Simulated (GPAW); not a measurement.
Band structure of LuNi₄Sn (F-43m, 6 atoms in the cell).

```
CELL_PARAMETERS angstrom
      0.00000     3.48219     3.48219
      3.48219     0.00000     3.48219
      3.48219     3.48219     0.00000
ATOMIC_POSITIONS crystal
  Lu 0.00000 0.00000 0.00000
  Ni 0.62479 0.62479 0.62479
  Ni 0.12563 0.62479 0.62479
  Ni 0.62479 0.62479 0.12563
  Ni 0.62479 0.12563 0.62479
  Sn 0.25000 0.25000 0.25000
```

Level of theory: LDA (Perdew-Wang 92), GPAW PAW datasets LDA (gpaw-data 1.0.1) (plane waves; GPAW).

Settings: mode = pw; ecut = 850 eV; xc = LDA; kpts = 6 6 6; mesh shift (steps) = 0 0 0; occupations.name = methfessel-paxton; occupations.width = 0.136 eV; occupations.order = 0; nbands = -12; convergence.forces = 0.001 eV/Å; symmetry.symmorphic = false; symmetry.tolerance = 0.0005; maxiter = 150; bandpath_npoints = 40.

The starting cell comes from a database of computed structures (which also holds hypothetical and non-ambient phases and stackings), without a prior relaxation at this level. Its lattice was rescaled by a random factor within 2.5 % of one. Spin-orbit coupling is off. Spin polarisation is off.

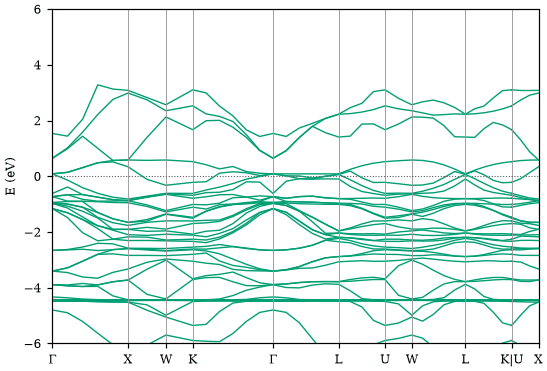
Figure: Bands along the path, energies from the Fermi level.

Levels in eV from the Fermi level, bands 48 to 55:
| point | 48 | 49 | 50 | 51 | 52 | 53 | 54 | 55 |
|---|---|---|---|---|---|---|---|---|
| Γ | -0.73 | -0.73 | -0.62 | 0.09 | 0.09 | 0.09 | 0.65 | 0.65 |
| X | -0.88 | -0.88 | -0.87 | -0.82 | 0.34 | 0.58 | 0.58 | 2.99 |
| W | -1.23 | -0.65 | -0.63 | -0.61 | -0.32 | 0.58 | 2.13 | 2.35 |
| K | -1.01 | -0.79 | -0.68 | -0.62 | -0.22 | 0.53 | 1.67 | 2.53 |
| L | -0.80 | -0.80 | -0.10 | 0.07 | 0.07 | 0.09 | 1.41 | 2.23 |
| U | -1.01 | -0.79 | -0.68 | -0.62 | -0.22 | 0.53 | 1.67 | 2.53 |

Bands cross the Fermi level along this path, so the cell is metallic at this level.
